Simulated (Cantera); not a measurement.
Input: 1 mol C2H2, 1.9 mol O2, equilibrated at 17.0 Pa.

Method: chemical equilibrium by Gibbs-energy minimisation in Cantera with the NASA 1993 tables (ideal gas, pure condensed phases). Candidate condensed phases: C, C6H6, C7H8, C8H18, H2O; 110 gas species. The numbers say what is thermodynamically allowed, not how fast it happens.

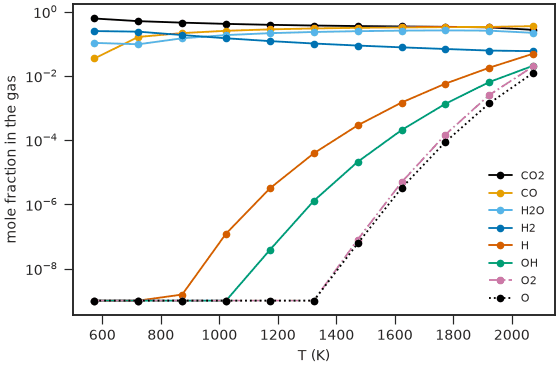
*Equilibrium gas composition (values under 1e-9 drawn at 1e-9)*

At 573 K the condensed part is C(graphite). From 723 K to 2073 K nothing is condensed. The main C-bearing gas is CO2 at 573 K and CO at 2073 K.
